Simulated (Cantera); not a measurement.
Feed: 1 mol Ta2O5, 2.2 mol CH4, 1 mol CO, equilibrated at 1648 K.

Cantera equilibrium calculation (NASA polynomials, part measured and part estimated; ideal gas, pure solids and liquids). Candidate condensed phases: C, C6H6, C7H8, C8H18, H2O, Ta, TaC, Ta2O5; 113 gas species. Mutual solubility and eutectic melting of coexisting phases are not modelled. TaC: taken at fixed stoichiometry. Condensed phases not in the tables: Ta2C. The numbers say what is thermodynamically allowed, not how fast it happens.

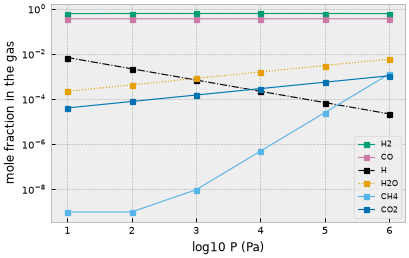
Fig. 1. Equilibrium gas composition (values under 1e-9 drawn at 1e-9)

From 0.0750 Torr to 7500 Torr the condensed part is TaC(s) + Ta2O5(s).
